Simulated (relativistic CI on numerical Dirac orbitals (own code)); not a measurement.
# Ba X (Ba⁹⁺): levels and lines

What are the lowest levels and the strongest lines of Ba⁹⁺? One CI run answers it; further runs change one setting each.

The numbers are computed with relativistic CI on numerical Dirac orbitals (own code) version 4 (Dirac-Coulomb-Breit CI, KLI orbitals optimised for each configuration, model QED (radiative potential, 1s self-energy scaled to tabulated hydrogen-like ionisation energies)), except any that are marked as measured or tabulated.

**1. The system**

* ion: Ba⁹⁺ (Ba X)
* nuclear charge: 56
* electrons: 47
* isotope: A = 138
* first configuration typed: [Kr] 4d10 5s

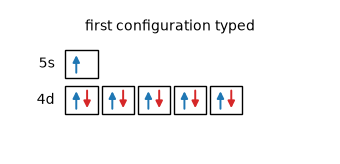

The shells outside the core, filled by Hund's rule for the drawing.

**2. CI with the chosen configurations**

Settings, as recorded:

```ini
atom Ba  Z=56  charge=9  electrons=47
nucleus A=138  rms_radius_fm=4.8378
hamiltonian dirac-coulomb  breit=on  qed=on  c_scale=1
orbitals kli  potential=per-configuration
slater_scale 1
correlation none
mixing on
configurations
  [Kr] 4d10 5s
  [Kr] 4d10 5p
  [Kr] 4d10 4f
  [Kr] 4d10 5d
  [Kr] 4d10 5f
  [Kr] 4d10 5g
  [Kr] 4d9 4f 5s
  [Kr] 4d10 6s
  [Kr] 4d9 5s2
  [Kr] 4d10 6p
  [Kr] 4d10 6d
  [Kr] 4d9 5s 5p
  [Kr] 4d10 7s
  [Kr] 4d10 7p
  [Kr] 4d10 6f
  [Kr] 4d10 7d
  [Kr] 4d10 8s
  [Kr] 4d10 9s
  [Kr] 4d9 5s 5d
  [Kr] 4d9 5s 6s
end
```

The run is started by

```sh
$ python run_levels.py task.json out
```

task.json lists these runs, among others, and the program works through them in turn.

**3. Non-relativistic limit (c × 1000)**

Changes to the settings of step 2:

```diff
@@ -2,3 +2,3 @@
 nucleus A=138  rms_radius_fm=4.8378
-hamiltonian dirac-coulomb  breit=on  qed=on  c_scale=1
+hamiltonian dirac-coulomb  breit=off  qed=off  c_scale=1000
 orbitals kli  potential=per-configuration
```

**4. The first 3 configurations alone**

Settings, as recorded:

```ini
atom Ba  Z=56  charge=9  electrons=47
nucleus A=138  rms_radius_fm=4.8378
hamiltonian dirac-coulomb  breit=on  qed=on  c_scale=1
orbitals kli  potential=per-configuration
slater_scale 1
correlation none
mixing on
configurations
  [Kr] 4d10 5s
  [Kr] 4d10 5p
  [Kr] 4d10 4f
end
```

(Steps that only read results are left out.)

Before running it: what results should come out? Wanted: lowest level; first excitation; lowest level of the other parity; fastest E1 line; ionisation energy.

The runs gave:

| run | time | mean size of shift, levels followed (cm⁻¹) | lowest level | ionisation energy (eV) |
| --- | --- | --- | --- | --- |
| main run | 2.1 s | 0 | 5s 2S1/2 | 144.61 |
| non-relativistic limit (c × 1000) | 1.4 s | 36377 | 5s 2S1/2 | - |
| the first 3 configurations alone | 0.24 s | 2151 | 5s 2S1/2 | - |

The semi-empirical ionisation energy (NIST) is 146.52 eV.

```
                                     quantity                                 value
                                 lowest level                              5s 2S1/2
                             first excitation                5p 2P°1/2, 133735 cm⁻¹
             lowest level of the other parity                5p 2P°1/2, 133735 cm⁻¹
                          levels in the model                                   131
fastest E1 line (by rate) to the lowest level  9.645 nm, from 4d9 5s 4f 2P°3/2 (ii)
                            ionisation energy                             144.61 eV
     ionisation energy, semi-empirical (NIST)                             146.52 eV
```

What this shows: The lowest level is 5s 2S1/2, 100 % pure in LS and 100 % in jj coupling; over the low levels the means are 100 and 100 %, so both schemes do about equally well. Against the semi-empirical ionisation energy the result lies 1.3 % low. The largest mover is «non-relativistic limit (c × 1000)» (36377 cm⁻¹ on average). Low levels that differ in the count of f electrons can be misplaced by several ten thousand cm⁻¹. Lifetimes count radiative decay inside the model alone.
